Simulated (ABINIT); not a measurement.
# Y2CrH6 (Fm-3m): G0W0 with ABINIT, start to end, part 2 of 3

Aim: the G0W0 gap of Y2CrH6 (Fm-3m) on LDA, step by step.

ABINIT 10.8.3; LDA and many-body steps on it, plane waves. Known limits of the many-body steps: not at the basis limit; mesh may overstate the screening; no spin polarisation; d states lean on the start; no spin-orbit coupling; coarse k mesh.

So far. Step 2 (Ground state): The gap is indirect, with the least direct gap 0.22 eV higher.

## Step 3: Bands along the symmetry lines

Level of this step: DFT, LDA, plane waves, norm-conserving pseudopotentials (ABINIT).

The cheap functional maps the bands first; the places of the edges decide which points the dearer methods must see.

Contents of run.abi:

```
acell 3*1.0 Angstrom
rprim 
  0.000000000000 3.499313000000 3.499313000000
  3.499313000000 0.000000000000 3.499313000000
  3.499313000000 3.499313000000 -0.000000000000
ntypat 3
znucl 39 24 1
natom 9
typat 1 1 2 3 3 3 3 3 3
xred 
  0.750000000000 0.750000000000 0.750000000000
  0.250000000000 0.250000000000 0.250000000000
  0.000000000000 0.000000000000 0.000000000000
  0.754389000000 0.754389000000 0.245611000000
  0.245611000000 0.754389000000 0.245611000000
  0.754389000000 0.245611000000 0.245611000000
  0.245611000000 0.245611000000 0.754389000000
  0.754389000000 0.245611000000 0.754389000000
  0.245611000000 0.754389000000 0.754389000000
pp_dirpath "pseudos"
pseudos "Y.upf, Cr.upf, H.upf"
ecut 43
iscf -2
irdden 1
kptopt 0
nkpt 26
kpt 
  0.00000000 0.00000000 0.00000000
  0.12500000 0.00000000 0.12500000
  0.25000000 0.00000000 0.25000000
  0.37500000 0.00000000 0.37500000
  0.50000000 0.00000000 0.50000000
  0.53125000 0.06250000 0.53125000
  0.56250000 0.12500000 0.56250000
  0.59375000 0.18750000 0.59375000
  0.62500000 0.25000000 0.62500000
  0.37500000 0.37500000 0.75000000
  0.28125000 0.28125000 0.56250000
  0.18750000 0.18750000 0.37500000
  0.09375000 0.09375000 0.18750000
  0.00000000 0.00000000 0.00000000
  0.12500000 0.12500000 0.12500000
  0.25000000 0.25000000 0.25000000
  0.37500000 0.37500000 0.37500000
  0.50000000 0.50000000 0.50000000
  0.50000000 0.43750000 0.56250000
  0.50000000 0.37500000 0.62500000
  0.50000000 0.31250000 0.68750000
  0.50000000 0.25000000 0.75000000
  0.50000000 0.18750000 0.68750000
  0.50000000 0.12500000 0.62500000
  0.50000000 0.06250000 0.56250000
  0.50000000 0.00000000 0.50000000
istwfk *1
nband 28
nbdbuf 2
tolwfr 1e-08
nstep 40
prtwf 0
prtvol 0
indata_prefix "in"
outdata_prefix "out"
tmpdata_prefix "tmp"
```

On the command line:

```sh
$ OMP_NUM_THREADS=1 mpirun -n 4 abinit run.abi > log
```

Numbers of over 12 decimals in the logs are rounded to 6 here.

The log of the run:

```text
.Version 10.8.3 of ABINIT. v10.8.2 released Aug 2026.

 Symmetries : space group Fm -3 m (#225); Bravais cF (face-center cubic)
[... echo of the input left out ...]
== DATASET  1 ==================================================================
-   mpi_nproc: 4, omp_nthreads: 1 (-1 if OMP is not activated)

--- !DatasetInfo
iteration_state: {dtset: 1, }
dimensions: {natom: 9, nkpt: 26, mband: 28, nsppol: 1, nspinor: 1, nspden: 1, mpw: 7848, }
cutoff_energies: {ecut:  43.0, pawecutdg:  -1.0, }
electrons: {nelect:   4.20000000E+01, charge:   0.00000000E+00, occopt:   1.00000000E+00, tsmear:   1.00000000E-02, }

 Real(R)+Recip(G) space primitive vectors, cartesian coordinates (Bohr,Bohr^-1):
 R(1)=  0.0000000  6.6127432  6.6127432  G(1)= -0.0756116  0.0756116  0.0756116
 R(2)=  6.6127432  0.0000000  6.6127432  G(2)=  0.0756116 -0.0756116  0.0756116
 R(3)=  6.6127432  6.6127432  0.0000000  G(3)=  0.0756116  0.0756116 -0.0756116
 Unit cell volume ucvol=  5.7832900E+02 bohr^3
 Angles (23,13,12)=  6.00000000E+01  6.00000000E+01  6.00000000E+01 degrees

 getcut: wavevector=  0.0000  0.0000  0.0000  ngfft=  60  60  60
         ecut(hartree)=     43.000   => boxcut(ratio)=   2.17348

--- Pseudopotential description ------------------------------------------------
- Y Generated using ONCVPSP code by D. R. Hamann
- 39.00000  11.00000  180309                  znucl, zion, pspdat
12 -1012 2 -1 1724                            pspcod,pspxc,lmax,lloc,mmax
     nproj     2     2     2
  pspatm : epsatm=   18.49213021
         --- l  ekb(1:nproj) -->
             0   10.120424    0.869710
             1    5.584292    0.424948
             2    1.196176    0.310479
 pspatm: atomic psp has been read  and splines computed

- Cr Generated using ONCVPSP code by D. R. Hamann
- 24.00000  14.00000  180309                  znucl, zion, pspdat
12 -1012 2 -1 1600                            pspcod,pspxc,lmax,lloc,mmax
     nproj     2     2     2
  pspatm : epsatm=   17.33785481
         --- l  ekb(1:nproj) -->
[...]
pspatm: atomic psp has been read  and splines computed

- H Generated using ONCVPSP code by D. R. Hamann
-  1.00000   1.00000  180309                  znucl, zion, pspdat
12 -1012 1 -1 1180                            pspcod,pspxc,lmax,lloc,mmax
     nproj     2     1     0
  pspatm : epsatm=    0.35439867
         --- l  ekb(1:nproj) -->
[...]
1   -0.275071
 pspatm: atomic psp has been read  and splines computed

--------------------------------------------------------------------------------

================================================================================
 prteigrs : about to open file out_EIG
 Non-SCF case, kpt    1 (  0.00000  0.00000  0.00000), residuals and eigenvalues=
  6.73E-09  8.74E-09  9.64E-09  2.81E-09  3.56E-09  8.54E-09  1.57E-09  2.13E-09
[...]
Non-SCF case, kpt   26 (  0.50000  0.00000  0.50000), residuals and eigenvalues=
[...]
5.8534E-02  6.3158E-02  7.6626E-02  1.5467E-01  1.5467E-01  1.5650E-01
  2.1749E-01  2.6999E-01  2.6999E-01  2.8726E-01  3.2359E-01  3.5076E-01
[...]
--- !ResultsGS
iteration_state: {dtset: 1, }
comment   : Summary of ground state results
lattice_vectors:
- [  0.0000000,   6.6127432,   6.6127432, ]
- [  6.6127432,   0.0000000,   6.6127432, ]
- [  6.6127432,   6.6127432,  -0.0000000, ]
lattice_lengths: [   9.35183,    9.35183,    9.35183, ]
lattice_angles: [ 60.000,  60.000,  60.000, ] # degrees, (23, 13, 12)
lattice_volume:   5.7832900E+02
convergence: {deltae:  0.000E+00, res2:  0.000E+00, residm:  9.987E-09, diffor:  0.000E+00, }
etotal    :  -1.74290301E+02
entropy   :   0.00000000E+00
fermie    :   2.78205044E-01
cartesian_stress_tensor: null
pressure_GPa: null
xred      :
- [  7.5000E-01,   7.5000E-01,   7.5000E-01,  Y]
- [  2.5000E-01,   2.5000E-01,   2.5000E-01,  Y]
- [  0.0000E+00,   0.0000E+00,   0.0000E+00, Cr]
- [  7.5439E-01,   7.5439E-01,   2.4561E-01,  H]
- [  2.4561E-01,   7.5439E-01,   2.4561E-01,  H]
- [  7.5439E-01,   2.4561E-01,   2.4561E-01,  H]
- [  2.4561E-01,   2.4561E-01,   7.5439E-01,  H]
- [  7.5439E-01,   2.4561E-01,   7.5439E-01,  H]
- [  2.4561E-01,   7.5439E-01,   7.5439E-01,  H]
cartesian_forces: null
force_length_stats: {min: null, max: null, mean: null, }

 Integrated electronic density in atomic spheres:
 ------------------------------------------------
 Atom  Sphere_radius  Integrated_density
[...]
================================================================================

 ----iterations are completed or convergence reached----

 Mean square residual over all n,k,spin=   58.863E-10; max=  99.873E-10
 reduced coordinates (array xred) for    9 atoms
[...]
0.754389000000      0.245611000000      0.754389000000
       0.245611000000      0.754389000000      0.754389000000

 cartesian coordinates (angstrom) at end:
[...]
length scales=  1.889726125908  1.889726125908  1.889726125908 bohr
              =  1.000000000000  1.000000000000  1.000000000000 angstroms
 prteigrs : about to open file out_EIG
 Eigenvalues (hartree) for nkpt=  26  k points:
 kpt#   1, nband= 28, wtk=  1.00000, kpt=  0.0000  0.0000  0.0000 (reduced coord)
[...]
kpt#   2, nband= 28, wtk=  1.00000, kpt=  0.1250  0.0000  0.1250 (reduced coord)
[...]
kpt#   3, nband= 28, wtk=  1.00000, kpt=  0.2500  0.0000  0.2500 (reduced coord)
[...]
kpt#  25, nband= 28, wtk=  1.00000, kpt=  0.5000  0.0625  0.5625 (reduced coord)
[...]
0.35197    0.37144    0.41838    0.41923
 kpt#  26, nband= 28, wtk=  1.00000, kpt=  0.5000  0.0000  0.5000 (reduced coord)
[...]
-0.55084   -0.53570   -0.53570   -0.53422    0.05853    0.06316    0.07663    0.15467
   0.15467    0.15650    0.21749    0.26999    0.26999    0.28726    0.32359    0.35076
   0.35076    0.36769    0.42136    0.42137

== END DATASET(S) ==============================================================
================================================================================

 -outvars: echo values of variables after computation  --------
            nband          28
             nkpt          26
          spgroup         225
 [... the other variables as echoed above ...]

 Calculation completed.
```

Run time: 62 s. Hardware: 4 MPI ranks of Arm Neoverse V1, shared host; peak memory 0.41 GiB.

This step gave:

- gap: 0.2463 eV
- k of the valence top: 0, 0, 0
- k of the conduction bottom: 0.5, 0, 0.5
- least direct gap: 0.4699 eV

The gap is 0.246 eV, as in the run before at this level.

Electronic bands along the path, in eV, zero at the top of the highest filled band:

```csv
point,band 18,band 19,band 20,band 21,band 22,band 23,band 24,band 25
Γ,-4.39,0.00,0.00,0.00,1.91,1.91,3.69,4.70
X,-3.31,-1.65,-0.22,-0.22,0.25,1.23,1.97,1.97
U,-3.06,-0.96,-0.39,-0.23,0.89,1.19,1.80,1.98
jump to K,-3.06,-0.96,-0.39,-0.23,0.89,1.19,1.80,1.98
Γ,-4.39,0.00,0.00,0.00,1.91,1.91,3.69,4.70
L,-3.34,-0.70,-0.34,-0.34,1.50,2.03,2.03,2.19
W,-3.00,-0.68,-0.68,-0.15,1.21,1.27,1.27,2.21
X,-3.31,-1.65,-0.22,-0.22,0.25,1.23,1.97,1.97
```

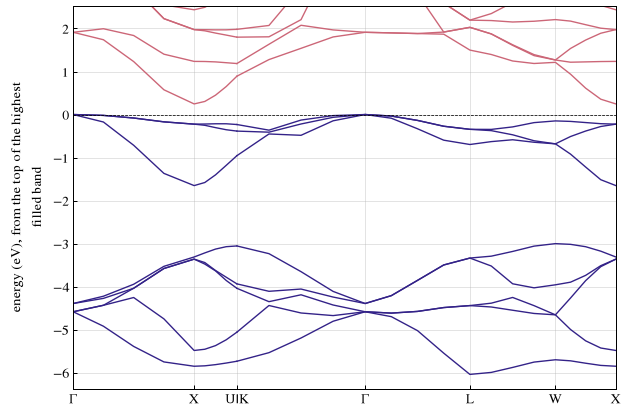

Electronic bands along the path; lines of filled and empty bands in two colours.

## Step 4: Empty states on the mesh, 2×2×2 mesh, 83 bands

The sums over transitions need many empty states on a uniform mesh; this step solves for them.

Contents of run.abi:

```
acell 3*1.0 Angstrom
rprim 
  0.000000000000 3.499313000000 3.499313000000
  3.499313000000 0.000000000000 3.499313000000
  3.499313000000 3.499313000000 -0.000000000000
ntypat 3
znucl 39 24 1
natom 9
typat 1 1 2 3 3 3 3 3 3
xred 
  0.750000000000 0.750000000000 0.750000000000
  0.250000000000 0.250000000000 0.250000000000
  0.000000000000 0.000000000000 0.000000000000
  0.754389000000 0.754389000000 0.245611000000
  0.245611000000 0.754389000000 0.245611000000
  0.754389000000 0.245611000000 0.245611000000
  0.245611000000 0.245611000000 0.754389000000
  0.754389000000 0.245611000000 0.754389000000
  0.245611000000 0.754389000000 0.754389000000
pp_dirpath "pseudos"
pseudos "Y.upf, Cr.upf, H.upf"
ecut 43
ngkpt 2 2 2
nshiftk 1
shiftk 0 0 0
kptopt 1
chksymbreak 0
iscf -2
irdden 1
istwfk *1
nband 83
nbdbuf 6
tolwfr 1e-09
nstep 60
prtvol 0
indata_prefix "in"
outdata_prefix "out"
tmpdata_prefix "tmp"
```

The log of the run:

```text
.Version 10.8.3 of ABINIT. v10.8.2 released Aug 2026.

 Symmetries : space group Fm -3 m (#225); Bravais cF (face-center cubic)
[... echo of the input left out ...]
== DATASET  1 ==================================================================
-   mpi_nproc: 4, omp_nthreads: 1 (-1 if OMP is not activated)
-    --> not optimal distribution: autoparal keyword recommended in input file <--

--- !DatasetInfo
iteration_state: {dtset: 1, }
dimensions: {natom: 9, nkpt: 3, mband: 83, nsppol: 1, nspinor: 1, nspden: 1, mpw: 7848, }
cutoff_energies: {ecut:  43.0, pawecutdg:  -1.0, }
electrons: {nelect:   4.20000000E+01, charge:   0.00000000E+00, occopt:   1.00000000E+00, tsmear:   1.00000000E-02, }

 Real(R)+Recip(G) space primitive vectors, cartesian coordinates (Bohr,Bohr^-1):
 R(1)=  0.0000000  6.6127432  6.6127432  G(1)= -0.0756116  0.0756116  0.0756116
 R(2)=  6.6127432  0.0000000  6.6127432  G(2)=  0.0756116 -0.0756116  0.0756116
 R(3)=  6.6127432  6.6127432  0.0000000  G(3)=  0.0756116  0.0756116 -0.0756116
 Unit cell volume ucvol=  5.7832900E+02 bohr^3
 Angles (23,13,12)=  6.00000000E+01  6.00000000E+01  6.00000000E+01 degrees

 getcut: wavevector=  0.0000  0.0000  0.0000  ngfft=  60  60  60
         ecut(hartree)=     43.000   => boxcut(ratio)=   2.17348

--- Pseudopotential description ------------------------------------------------
- Y Generated using ONCVPSP code by D. R. Hamann
- 39.00000  11.00000  180309                  znucl, zion, pspdat
12 -1012 2 -1 1724                            pspcod,pspxc,lmax,lloc,mmax
     nproj     2     2     2
  pspatm : epsatm=   18.49213021
         --- l  ekb(1:nproj) -->
             0   10.120424    0.869710
             1    5.584292    0.424948
             2    1.196176    0.310479
 pspatm: atomic psp has been read  and splines computed

- Cr Generated using ONCVPSP code by D. R. Hamann
- 24.00000  14.00000  180309                  znucl, zion, pspdat
12 -1012 2 -1 1600                            pspcod,pspxc,lmax,lloc,mmax
     nproj     2     2     2
  pspatm : epsatm=   17.33785481
         --- l  ekb(1:nproj) -->
[...]
pspatm: atomic psp has been read  and splines computed

- H Generated using ONCVPSP code by D. R. Hamann
-  1.00000   1.00000  180309                  znucl, zion, pspdat
12 -1012 1 -1 1180                            pspcod,pspxc,lmax,lloc,mmax
     nproj     2     1     0
  pspatm : epsatm=    0.35439867
         --- l  ekb(1:nproj) -->
[...]
1   -0.275071
 pspatm: atomic psp has been read  and splines computed

--------------------------------------------------------------------------------

================================================================================
 prteigrs : about to open file out_EIG
 Non-SCF case, kpt    1 (  0.00000  0.00000  0.00000), residuals and eigenvalues=
[...]
-2.2866E+00 -1.2766E+00 -1.2731E+00 -1.2492E+00 -1.2492E+00 -1.2492E+00
 -5.4853E-01 -5.4853E-01 -5.4853E-01 -5.3702E-01 -5.3702E-01 -5.3702E-01
 -3.8671E-02  1.0971E-01  1.0971E-01  1.0971E-01  1.1675E-01  1.1675E-01
[...]
1.1736E+00  1.2570E+00  1.2570E+00  1.3482E+00  1.3675E+00  1.3675E+00
  1.3675E+00  1.5180E+00  1.5180E+00  1.5180E+00  1.6007E+00  1.6007E+00
  1.6007E+00  1.6309E+00  1.6309E+00  1.6309E+00  1.6320E+00
 prteigrs : prtvol=0 or 1, do not print more k-points.

--- !ResultsGS
iteration_state: {dtset: 1, }
comment   : Summary of ground state results
lattice_vectors:
- [  0.0000000,   6.6127432,   6.6127432, ]
- [  6.6127432,   0.0000000,   6.6127432, ]
- [  6.6127432,   6.6127432,  -0.0000000, ]
lattice_lengths: [   9.35183,    9.35183,    9.35183, ]
lattice_angles: [ 60.000,  60.000,  60.000, ] # degrees, (23, 13, 12)
lattice_volume:   5.7832900E+02
convergence: {deltae:  0.000E+00, res2:  0.000E+00, residm:  9.973E-10, diffor:  0.000E+00, }
etotal    :  -1.74290301E+02
entropy   :   0.00000000E+00
fermie    :   2.78205044E-01
cartesian_stress_tensor: null
pressure_GPa: null
xred      :
- [  7.5000E-01,   7.5000E-01,   7.5000E-01,  Y]
- [  2.5000E-01,   2.5000E-01,   2.5000E-01,  Y]
- [  0.0000E+00,   0.0000E+00,   0.0000E+00, Cr]
- [  7.5439E-01,   7.5439E-01,   2.4561E-01,  H]
- [  2.4561E-01,   7.5439E-01,   2.4561E-01,  H]
- [  7.5439E-01,   2.4561E-01,   2.4561E-01,  H]
- [  2.4561E-01,   2.4561E-01,   7.5439E-01,  H]
- [  7.5439E-01,   2.4561E-01,   7.5439E-01,  H]
- [  2.4561E-01,   7.5439E-01,   7.5439E-01,  H]
cartesian_forces: null
force_length_stats: {min: null, max: null, mean: null, }

 Integrated electronic density in atomic spheres:
 ------------------------------------------------
 Atom  Sphere_radius  Integrated_density
[...]
================================================================================

 ----iterations are completed or convergence reached----

 Mean square residual over all n,k,spin=   44.198E-11; max=  99.728E-11
 reduced coordinates (array xred) for    9 atoms
[...]
0.245611000000      0.754389000000      0.754389000000

 cartesian coordinates (angstrom) at end:
    1      5.248970     5.248970     5.248970
    2      1.749656     1.749656     1.749656
    3      0.000000     0.000000     0.000000
[...]
8      3.499313     5.279686     3.499313
    9      5.279686     3.499313     3.499313
 length scales=  1.889726125908  1.889726125908  1.889726125908 bohr
              =  1.000000000000  1.000000000000  1.000000000000 angstroms
 prteigrs : about to open file out_EIG
 Eigenvalues (hartree) for nkpt=   3  k points:
 kpt#   1, nband= 83, wtk=  0.12500, kpt=  0.0000  0.0000  0.0000 (reduced coord)
[...]
1.17356    1.17356    1.17356    1.25703    1.25703    1.34818    1.36749    1.36749
   1.36749    1.51802    1.51802    1.51802    1.60070    1.60070    1.60070    1.63087
   1.63087    1.63087    1.63202
 prteigrs : prtvol=0 or 1, do not print more k-points.

== END DATASET(S) ==============================================================
================================================================================

 -outvars: echo values of variables after computation  --------
            nband          83
             nkpt           3
          spgroup         225
 [... the other variables as echoed above ...]

 Calculation completed.
```

It took 32 s on 4 MPI ranks; peak memory 0.36 GiB; 2.1 min of CPU time.

This step gave:

```yaml
gap: 0.2463 eV
k_of_the_valence_top: 0, 0, 0
k_of_the_conduction_bottom: 0.5, 0.5, 0
least_direct_gap: 0.4699 eV
k_points_computed: 3
lowest_point_of_the_top_converged_band_above_the_valence_top: 33.48 eV
```

On this mesh the gap is 0.246 eV.

## Step 5: Screening, 2×2×2 mesh, 77 bands, screening to 106.1 eV

The RPA dielectric matrix is built and inverted for each q.

This step: RPA screening on LDA, plane waves, norm-conserving pseudopotentials.

run.abi, as its differences from that of step 4:

```diff
@@ -27,10 +27,11 @@
 chksymbreak 0
-iscf -2
-irdden 1
 istwfk *1
-nband 83
-nbdbuf 6
-tolwfr 1e-09
-nstep 60
-prtvol 0
+occopt 1
+irdwfk 1
+optdriver 3
+nband 77
+ecuteps 3.9
+inclvkb 2
+awtr 1
+symchi 1
 indata_prefix "in"
```

The log of the run:

```text
.Version 10.8.3 of ABINIT. v10.8.2 released Aug 2026.

 Symmetries : space group Fm -3 m (#225); Bravais cF (face-center cubic)
[... echo of the input left out ...]
== DATASET  1 ==================================================================
-   mpi_nproc: 4, omp_nthreads: 1 (-1 if OMP is not activated)

--- !DatasetInfo
iteration_state: {dtset: 1, }
dimensions: {natom: 9, nkpt: 3, mband: 77, nsppol: 1, nspinor: 1, nspden: 1, mpw: 7848, }
cutoff_energies: {ecut:  43.0, pawecutdg:  -1.0, }
electrons: {nelect:   4.20000000E+01, charge:   0.00000000E+00, occopt:   1.00000000E+00, tsmear:   1.00000000E-02, }

 SCREENING: Calculation of the susceptibility and dielectric matrices

 Based on a program developped by R.W. Godby, V. Olevano, G. Onida, and L. Reining.
 Incorporated in ABINIT by V. Olevano, G.-M. Rignanese, and M. Torrent.
.Using double precision arithmetic ; gwpc =  8

[... cell and pseudopotentials left out ...]
--------------------------------------------------------------------------------

 ==== K-mesh for the wavefunctions ====
 Number of points in the irreducible wedge :     3
[... list of points left out ...]
 Together with 48 symmetry operations and time-reversal symmetry
 yields     8 points in the full Brillouin Zone.

 ==== Q-mesh for the screening function ====
 Number of points in the irreducible wedge :     3
[... list of points left out ...]
 Together with 48 symmetry operations and time-reversal symmetry
 yields     8 points in the full Brillouin Zone.

 setmesh: FFT mesh size selected  =    36x   36x   36
          total number of points  =        46656

 vcoul_init : cutoff-mode = AUXILIARY_FUNCTION
 q-points for optical limit:   1
     1)      0.000010    0.000020    0.000030

- screening: taking advantage of time-reversal symmetry
- Maximum band index for partially occupied states nbvw = 21
- Remaining bands to be divided among processors   nbcw = 56
- Number of bands treated by each node ~14

 Number of electrons calculated from density =   42.0000; Expected =   42.0000
 average of density, n =  0.072623
 r_s =    1.4869
 omega_plasma =   25.9952 [eV]

 calculating chi0 at frequencies [eV] :
  1    0.000000E+00    0.000000E+00
  2    0.000000E+00    2.599518E+01

--------------------------------------------------------------------------------
  q-point number  1        q = ( 0.000000, 0.000000, 0.000000) [r.l.u.]
--------------------------------------------------------------------------------
[... chi0 elements left out ...]
 For q-point:  0.000010 0.000020 0.000030
  dielectric constant =  56.3431
  dielectric constant without local fields =  67.8085

  Average fulfillment of the sum rule on Im[epsilon] for q-point    1 :     53.39  [%]
[... wings left out ...]
  q-point number  2        q = ( 0.500000, 0.000000, 0.000000) [r.l.u.]
--------------------------------------------------------------------------------
[... chi0 elements left out ...]
  Average fulfillment of the sum rule on Im[epsilon] for q-point    2 :     61.77  [%]

 [... 1 further q-points ...]
```

It took 11 s on 4 MPI ranks; peak memory 0.91 GiB.

Numbers from this step:

* ε∞ with local fields, on this mesh, along the program's q direction: 56.34
* the same without local fields: 67.81
* plasma frequency: 26.00 eV
* plane waves in the screening matrix: 181

Local fields lower ε∞ by 17 %. On a Γ-centred mesh this coarse the value itself is usually too large, while a short band sum pulls it down.

(Part 2 of 3 ends here.)

[Paths, hosts, dates, memory and timing lines, banners, echoed tables and standing remarks are left out of the program output.]

[Logs are printed without paths, hosts, clocks, repeated set-up lines and the standing remarks that a program may print on its own settings, such as how far it seeks lower states.]

[Runs of the session that timed out or met a known fault of the program may be left out.]

[Hosts, paths, dates, database ids (printed as entryN), source tags and the programs' standing remarks are cut or masked in the printed files.]

[G0W0 gaps are taken among the corrected bands and points alone; a level outside them can change the order at an edge.]

[Where Ansatz stands beside ABINIT at settings called matched, ABINIT's density can come from a denser mesh and the files from another edition; pairs whose starting gaps differed by over 0.03 eV were left out, so agreement reads better than it is.]
